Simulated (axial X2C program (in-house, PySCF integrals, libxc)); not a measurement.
# All-electron X2C curves of PbSi⁺

Aim: find the lowest determinant of PbSi⁺, scan the bond at several levels and fit the constants, once spin-free and once with spin–orbit coupling.

Program: an in-house X2C program for linear molecules on PySCF integrals. Level of theory: all-electron X2C, Pb dyall-cv3z, Si dyall-v3z. These are calculated values, not measurements.

## Step 1: Set-up

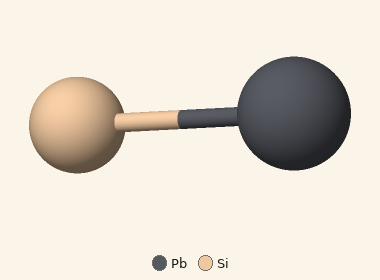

The two atoms at 2.600 Å (lead dark grey, silicon light orange).

task.json reads:

```json
{
 "zs": [
  82,
  14
 ],
 "q": 1,
 "bas": [
  "dyall-cv3z",
  "dyall-v3z"
 ],
 "levels": [
  "PBE0",
  "HF",
  "BHandHLYP"
 ],
 "cc": true,
 "r0": 2.6,
 "thr": -1.0,
 "nmax": 90,
 "npts": 10,
 "nst": 2,
 "ntry": 6
}
```

Keys: zs atomic numbers; q charge; bas basis sets; levels methods (HF also brings MP2); cc coupled cluster on or off; r0 starting distance in Å; thr threshold in hartree for freezing inner shells (an s shell follows its p shell); nmax most natural virtual spinors; npts points asked for on the curve; nst determinants followed; ntry starts of the search.

On the command line:

```bash
$ python so2c.py task.json out
```

Spin-free means the one-electron spin-free X2C Hamiltonian; two-component (2c) means X2C with spin–orbit coupling and atomic mean-field two-electron Coulomb and Gaunt terms. Basis: Pb dyall-cv3z contracted to [12s14p10d7f1g], Si dyall-v3z contracted to [8s7p2d1f]; Gaussian nuclei, density fitting. Masses: Pb 207.977 u, Si 27.977 u.

Notation: σ, π±, δ± give the projection m of an orbital's angular momentum (0, ±1, ±2), α and β its spin, Λ and M_S the sums; ω is the projection of a spinor's total angular momentum and Ω the sum. Logs are in hartree.

The results follow Hamiltonian by Hamiltonian and level by level.

## Step 2: State search with PBE0

Determinants are compared with PBE0 at 2.600 Å.

Spin-free determinants:

```json
{"ΔE (eV)": "0.00", "state": "M_S = 3/2, Λ = 0", "open shells": "beyond closed shells: σα, π+α, π-α"}
{"ΔE (eV)": "0.40", "state": "M_S = 1/2, Λ = 0", "open shells": "beyond closed shells: σβ, π+α, π-α"}
{"ΔE (eV)": "0.67", "state": "M_S = 1/2, Λ = 1", "open shells": "beyond closed shells: π+α"}
{"ΔE (eV)": "0.81", "state": "M_S = 1/2, Λ = 0", "open shells": "beyond closed shells: σα, π+β, π-α"}
{"ΔE (eV)": "0.81", "state": "M_S = 1/2, Λ = 2", "open shells": "beyond closed shells: σα, π+α, π+β"}
{"ΔE (eV)": "1.69", "state": "M_S = 1/2, Λ = 1", "open shells": "beyond closed shells: π+α, π+β, π-α"}
{"ΔE (eV)": "2.08", "state": "M_S = 3/2, Λ = 2", "open shells": "beyond closed shells: σα, 2 × π+α"}
```

Two-component determinants:

| ΔE (eV) | state | open shells |
| --- | --- | --- |
| 0.00 | Ω = 3/2 | excess of +ω over −ω: ω = 3/2 |
| 0.27 | Ω = 1/2 | excess of +ω over −ω: ω = 1/2 |
| 0.60 | Ω = 1/2 | excess of +ω over −ω: 2 × ω = -1/2, ω = 3/2 |
| 0.93 | Ω = 5/2 | excess of +ω over −ω: 2 × ω = 1/2, ω = 3/2 |
| 1.35 | Ω = 1/2 | excess of +ω over −ω: ω = 1/2 |
| 2.91 | Ω = 7/2 | excess of +ω over −ω: ω = 1/2, 2 × ω = 3/2 |
| 3.08 | Ω = 5/2 | excess of +ω over −ω: ω = -1/2, 2 × ω = 3/2 |

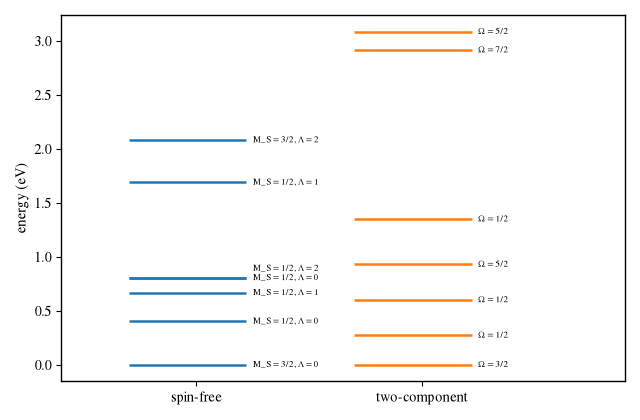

The determinants found, each set from its own lowest.

## Step 3: PBE0, spin-free

State followed: M_S = 3/2, Λ = 0 (beyond closed shells: σα, π+α, π-α). The scan is laid around 2.646 Å, a first estimate of the minimum, and this SCF restarts from the orbitals of the search.

The SCF at the reference distance of 2.646 Å:

```text
spin-free X2C-1e  PBE0
basis functions 208  fitting functions 1158  grid points 5084
iter        total energy     max residual
   1     -21174.958641427     1.00e+01
   2     -21175.680545558     8.30e-03
   3     -21175.680238259     8.63e-03
   4     -21175.682007785     1.36e-03
   5     -21175.681994261     1.47e-03
   6     -21175.682071770     1.48e-04
   7     -21175.682072680     2.06e-05
   8     -21175.682072684     1.98e-05
   9     -21175.682072696     3.42e-06
  10     -21175.682072696     1.28e-06
converged
one-electron -29410.33332847  Coulomb 8420.56631748  exact exchange -102.30410294  xc functional -313.20107144  nuclear repulsion 229.59011267
```

Along the bond, energies from the lowest point:

```csv
R (Å),E (eV),μ (D),HOMO (eV),LUMO (eV),iterations
2.302,0.5023,2.35,-12.27,-9.07,12
2.408,0.1818,2.35,-12.02,-8.95,12
2.487,0.0550,2.35,-11.82,-8.93,11
2.567,0.0000,2.35,-11.64,-8.91,11
2.646,0.0000,2.35,-11.47,-8.87,10
2.739,0.0513,2.37,-11.29,-8.83,11
2.831,0.1418,2.39,-11.12,-8.78,11
2.950,0.2963,2.45,-10.93,-8.70,11
3.096,0.5173,2.54,-10.72,-8.60,11
3.308,0.8601,2.72,-10.46,-8.45,12
```

Dipoles are positive if Si is the positive end and refer to the centre of mass.

Outer orbitals at the reference distance:

```csv
symmetry,occupied,ε (eV),atomic character
σα,yes,-30.02,99% Pb d
δ-α,yes,-29.99,100% Pb d
δ+α,yes,-29.99,100% Pb d
π+α,yes,-29.95,100% Pb d
π-α,yes,-29.95,100% Pb d
δ+β,yes,-29.86,100% Pb d
δ-β,yes,-29.86,100% Pb d
σβ,yes,-29.82,99% Pb d
π+β,yes,-29.77,100% Pb d
π-β,yes,-29.77,100% Pb d
σα,yes,-21.04,"59% Pb s, 26% Si s, 7% Si p"
σβ,yes,-19.46,"71% Pb s, 17% Si s, 7% Si p"
σα,yes,-17.67,"53% Si s, 25% Pb s, 12% Pb p"
σβ,yes,-15.76,"62% Si s, 16% Pb s, 14% Pb p"
σα,yes,-12.14,"51% Si p, 38% Pb p, 5% Si s"
π+α,yes,-11.47,"57% Si p, 37% Pb p, 3% Pb d"
π-α,yes,-11.47,"57% Si p, 37% Pb p, 3% Pb d"
σβ,no,-8.87,"48% Si p, 42% Pb p, 6% Si s"
π-β,no,-8.49,"60% Pb p, 36% Si p"
π+β,no,-8.49,"60% Pb p, 36% Si p"
π-α,no,-7.95,"57% Pb p, 36% Si p, 3% Si d"
```

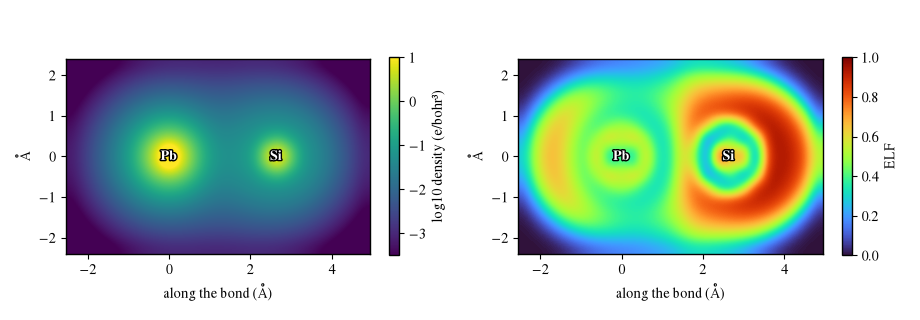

PBE0 fields in a plane through the axis, from a grid of 0.3 Å; Pb lies at z = 0 and Si at z = 2.646 Å; the ELF is damped to zero where the density is low.

Re = 2.605 Å, ωe = 288.3 cm⁻¹, ωexe = 0.929 cm⁻¹, Be = 0.1007 cm⁻¹, De = 2.55 eV, μ = 2.35 D.

## Step 4: HF, spin-free

The SCF at the reference distance of 2.646 Å:

```text
spin-free X2C-1e  HF
basis functions 208  fitting functions 1158  grid points 5084
iter        total energy     max residual
   1     -21169.393310059     5.02e-01
   2     -21169.430891048     8.86e-03
   3     -21169.432027559     7.20e-03
   4     -21169.432290229     1.10e-03
   5     -21169.432365217     5.28e-04
   6     -21169.432388878     2.26e-04
   7     -21169.432396633     1.81e-04
   8     -21169.432400714     1.31e-04
   9     -21169.432404949     6.11e-05
  10     -21169.432405750     1.99e-05
  11     -21169.432405792     1.48e-05
  12     -21169.432405801     1.09e-05
  13     -21169.432405808     3.85e-06
  14     -21169.432405809     9.83e-07
converged
one-electron -29410.38842527  Coulomb 8420.74744637  exact exchange -409.38153959  xc functional 0.00000000  nuclear repulsion 229.59011267
```

Re = 2.599 Å, ωe = 307 cm⁻¹, ωexe = 0.752 cm⁻¹, Be = 0.1012 cm⁻¹, De = 1.34 eV, μ = 1.89 D.

## Step 5: BHandHLYP, spin-free

Output at 2.646 Å:

```text
spin-free X2C-1e  BHandHLYP
basis functions 208  fitting functions 1158  grid points 5084
iter        total energy     max residual
   1     -21175.783131155     1.63e-01
   2     -21175.786400264     4.06e-03
   3     -21175.786433360     4.14e-03
   4     -21175.786491524     2.51e-04
   5     -21175.786493040     1.62e-04
   6     -21175.786493881     1.17e-04
   7     -21175.786494192     2.83e-05
   8     -21175.786494281     1.73e-05
   9     -21175.786494310     8.82e-06
  10     -21175.786494314     1.25e-06
  11     -21175.786494314     4.37e-07
converged
one-electron -29410.81260129  Coulomb 8421.08824926  exact exchange -204.63837961  xc functional -211.01387535  nuclear repulsion 229.59011267
```

Re = 2.600 Å, ωe = 293.5 cm⁻¹, ωexe = 0.887 cm⁻¹, Be = 0.1011 cm⁻¹, De = 2.12 eV, μ = 2.45 D.

## Step 6: MP2 and beyond, spin-free

Correlated methods: 7 electrons correlated (frozen shells, counted by type: Pb 5 s, 4 p, 3 d, 1 f; Si 2 s, 1 p), 235 virtual spinors in MP2, 89 natural virtuals in coupled cluster.

Output of the correlated part at 2.646 Å:

```text
correlated 7  virtual 235  natural virtual 89  E(MP2) -0.116540367  MP2 remainder -0.002336694
iter   CCSD correlation   residual
   1     -0.130384868   1.19e-01
   2     -0.136346315   4.47e-02
   3     -0.136792862   1.35e-02
   4     -0.136997689   7.14e-03
   5     -0.137024329   3.28e-03
   6     -0.137023110   1.14e-03
   7     -0.137034475   4.72e-04
   8     -0.137032855   1.66e-04
   9     -0.137032376   5.42e-05
  10     -0.137032458   1.66e-05
  11     -0.137032593   5.97e-06
  12     -0.137032657   2.02e-06
  13     -0.137032671   8.48e-07
(T) -0.008126643  T1 0.0299  D1 0.0405  max T2 0.113
```

T1 in the output is the amplitude norm over the root of the electron number; divide by √2 for the Lee–Taylor value.

MP2: Re = 2.607 Å, ωe = 303 cm⁻¹, Be = 0.1006 cm⁻¹, De = 2.19 eV.

CCSD: Re = 2.620 Å, ωe = 291.3 cm⁻¹, ωexe = 0.938 cm⁻¹, Be = 0.09958 cm⁻¹, De = 2.07 eV. T1 at Re = 0.021 (Lee–Taylor, the printed value over √2).

CCSD(T): Re = 2.631 Å, ωe = 283.3 cm⁻¹, ωexe = 1.03 cm⁻¹, Be = 0.09874 cm⁻¹, De = 2.22 eV. T1 at Re = 0.021 (Lee–Taylor, the printed value over √2).

## Step 7: A higher determinant, spin-free

State: M_S = 1/2, Λ = 0 (beyond closed shells: σβ, π+α, π-α).

Output at the reference distance:

```text
spin-free X2C-1e  PBE0
basis functions 208  fitting functions 1158  grid points 5084
iter        total energy     max residual
   1     -21174.945941363     9.83e+00
   2     -21175.665711190     8.33e-03
   3     -21175.665503306     8.30e-03
   4     -21175.667158000     1.13e-03
   5     -21175.667148726     1.18e-03
   6     -21175.667213925     1.52e-04
   7     -21175.667214870     2.35e-05
   8     -21175.667214885     1.74e-05
   9     -21175.667214895     4.01e-06
  10     -21175.667214895     6.13e-07
converged
one-electron -29410.19242717  Coulomb 8420.42631769  exact exchange -102.30012643  xc functional -313.19109166  nuclear repulsion 229.59011267
```

| R (Å) | E above the lowest PBE0 point (eV) |
| --- | --- |
| 2.302 | 0.883 |
| 2.408 | 0.571 |
| 2.487 | 0.450 |
| 2.567 | 0.400 |
| 2.646 | 0.404 |
| 2.739 | 0.459 |
| 2.831 | 0.552 |
| 2.950 | 0.706 |
| 3.096 | 0.923 |

Re = 2.598 Å, ωe = 289.1 cm⁻¹, ωexe = 1.01 cm⁻¹, Be = 0.1013 cm⁻¹, μ = 2.37 D. ⟨S²⟩ = 1.77 against 0.75 for a pure state, so this determinant mixes spins. Te = 0.40 eV.

## Step 8: The spin-free curves together

Energy (eV) of the followed determinant, spin-free, from each level's lowest point:

| R (Å) | PBE0 | HF | MP2 | CCSD | CCSD(T) | BHandHLYP |
| --- | --- | --- | --- | --- | --- | --- |
| 2.302 | 0.502 | 0.533 | 0.551 | n/a | n/a | 0.497 |
| 2.408 | 0.182 | 0.191 | 0.203 | 0.223 | 0.240 | 0.177 |
| 2.487 | 0.055 | 0.056 | 0.063 | 0.077 | 0.090 | 0.052 |
| 2.567 | 0.000 | 0.000 | 0.001 | 0.009 | 0.016 | 0.000 |
| 2.646 | 0.000 | 0.004 | 0.000 | 0.000 | 0.000 | 0.003 |
| 2.739 | 0.051 | 0.066 | 0.055 | 0.044 | 0.036 | 0.060 |
| 2.831 | 0.142 | 0.173 | 0.154 | 0.132 | 0.113 | 0.156 |
| 2.950 | 0.296 | 0.354 | 0.330 | 0.285 | 0.253 | 0.320 |
| 3.096 | 0.517 | 0.604 | 0.624 | n/a | n/a | 0.553 |
| 3.308 | 0.860 | 0.915 | 1.214 | n/a | n/a | 0.916 |

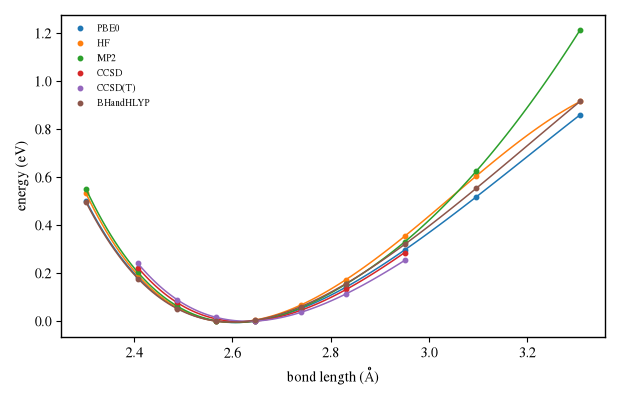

Curves of the followed state, spin-free, each from its own lowest point.

[end of part 1 of 2]
